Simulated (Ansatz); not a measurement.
**ClGaH₄N₂···H₂: density, localisation and related maps**

```tsv
atom	x (Å)	y (Å)	z (Å)
Ga	-0.0024	-0.3107	-0.1970
Cl	0.0091	-0.9179	1.8704
N	1.5898	-0.1245	-1.0058
H	2.4612	-0.2558	-0.5241
H	1.7189	0.1854	-1.9525
N	-1.6045	-0.0658	-0.9697
H	-2.4698	-0.1827	-0.4736
H	-1.7439	0.2416	-1.9152
H	0.1107	2.6553	1.3018
H	0.0861	2.0563	1.7592
```

These are results of RKS BHLYP-D4/def2-SVP in Ansatz 0.2.0, not measurements.

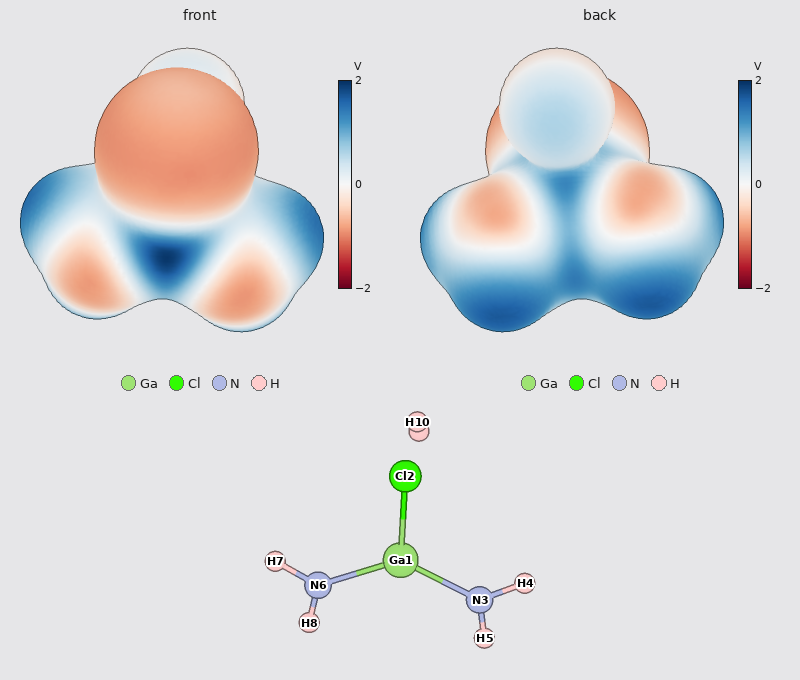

Figure 1. The molecular electrostatic potential painted on the density surface at 0.002 e/bohr³, seen from the front and from behind; red is negative and blue positive. The bare structure is drawn below in the same view.

### Which sites attract a positive test charge, and which a negative one?

A positive charge is drawn to the negative regions and a negative charge to the positive ones. The most negative region (about −0.9 V, or −21 kcal/mol for a unit charge) lies over Cl2 and N3, the most positive (about +1.8 V, or +42 kcal/mol for a unit charge) over Ga1.

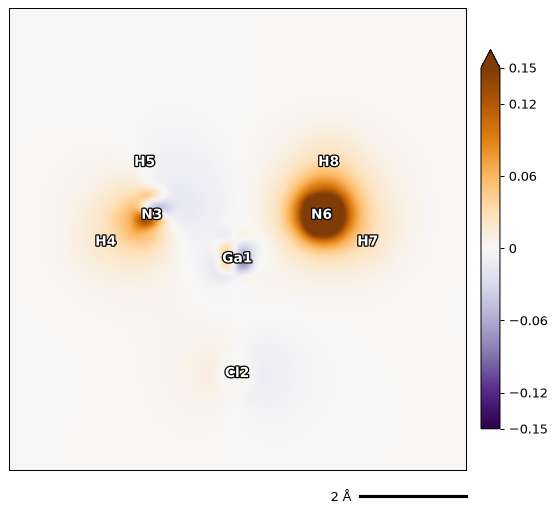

Figure 2. The HOMO on the plane of atoms Ga1, N3 and H5 (values in Å⁻³ᐟ²; the overall sign is arbitrary).

### What is the character of this orbital?

It lies mainly on N3 (about 40 %), N6 (about 40 %) and Ga1 (about 10 %); largely a combination of lone pairs on N3 and N6. Its energy is −8.29 eV.

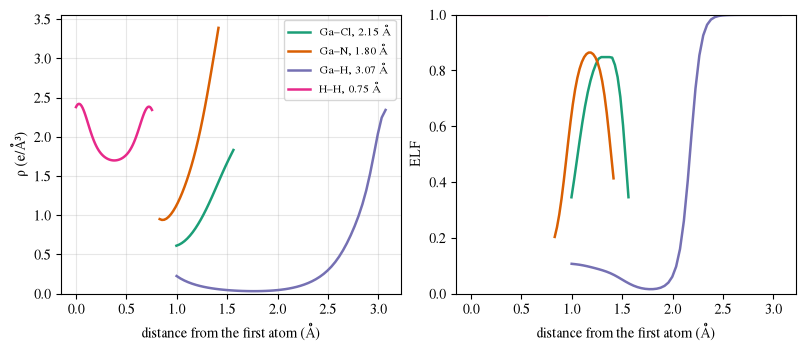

Figure 3. Total electron density and ELF along straight lines between neighbouring atoms. The curves leave out the atomic cores.

### What can be read from the curves?

Ga–Cl (2.15 Å): ρ at the midpoint is about 0.67 e/Å³; the ELF peaks at about 0.85 in the valence shell of Cl, 0.9 Å from its nucleus, and is about 0.55 at the midpoint.
Ga–N (1.80 Å): ρ at the midpoint is about 0.96 e/Å³; the ELF peaks at about 0.85 in the valence shell of N, 0.6 Å from its nucleus, and is about 0.35 at the midpoint.
Ga1···H10 (3.07 Å): the density falls to about 0.03 e/Å³ on the way; the ELF dips to about 0 between them; a non-bonded, intermolecular contact.
H–H (0.75 Å): ρ at the midpoint is about 1.7 e/Å³; the ELF peaks at about 1 between the atoms.
